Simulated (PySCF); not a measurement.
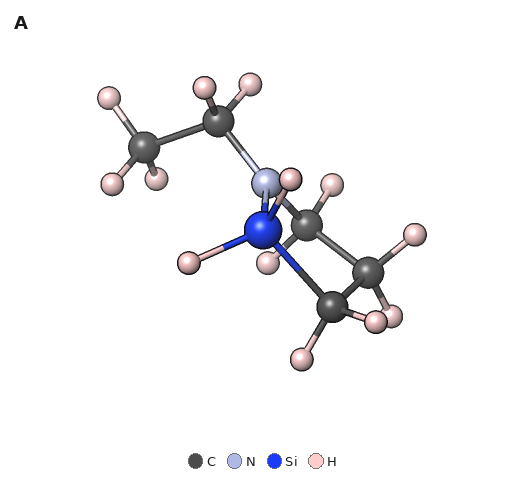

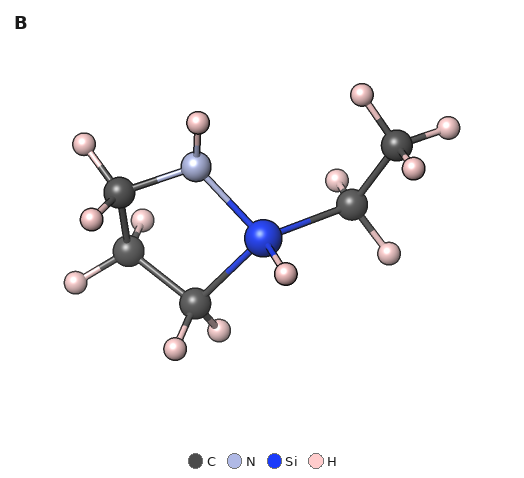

2 stationary structures of one formula. Geometries: GFN2-xTB. Electronic energies: PBE0/pcSseg-1 (PySCF 2.14.0), without zero-point energy. No frequency run is at hand to confirm each as a minimum. Each is one conformer, not always the lowest.

Question: How are they related?

Answer: They are constitutional isomers of C5H13NSi: A `CCN1CCC[SiH2]1`, B `CC[Si@@H]1CCCN1`.

Question: Which structure is the most stable?

Answer: B is lowest; A lies 11.6 kcal/mol above it.

The geometry is semi-empirical. Around Si such bond lengths and angles can be off by a tenth of an ångström or more and by several degrees, and values that hang on the shape move with them.
